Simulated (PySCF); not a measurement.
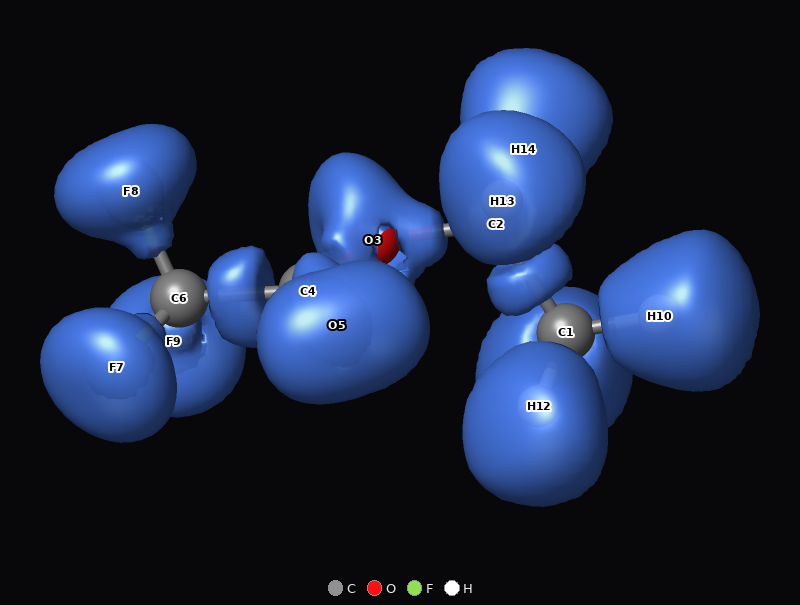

The picture shows: C₄H₅F₃O₂. Isosurface of the electron localisation function at 0.75 (blue), seen across its widest extent. Only the valence region is drawn (cores and ρ < 0.01 e/Å³ removed).

Geometry: PBE0-D3(BJ)/def2-TZVP.

Level of theory: PBE0/pcSseg-2, SCF density, gas phase, non-relativistic in PySCF.

```csv
atom,x (Å),y (Å),z (Å)
C,-1.9970,-0.5352,0.6757
C,-1.2259,0.6979,0.2809
O,0.1629,0.5807,0.6527
C,0.9487,-0.0387,-0.2053
O,0.6477,-0.5153,-1.2579
C,2.3994,-0.0416,0.3279
F,3.1529,-0.8560,-0.3909
F,2.9106,1.1893,0.2482
F,2.4477,-0.4312,1.6005
H,-3.0550,-0.3906,0.4463
H,-1.9016,-0.7276,1.7456
H,-1.6457,-1.4078,0.1239
H,-1.2815,0.8795,-0.7933
H,-1.5711,1.5810,0.8172
```

Where are the electrons localised?

At this value the surface marks out two regions between bonded C–C atoms (shared pairs), five regions around hydrogen nuclei, three regions on F in which the atom's valence shell and bonds are merged and two regions on O in which the atom's valence shell and bonds are merged. Profiles from the grid: C–O (1.19 Å): the ELF peaks at about 0.85 between the atoms (a short, multiple covalent bond). C–F (1.32 Å): the ELF peaks at about 0.85 between the atoms: a shared but strongly polarised pair.
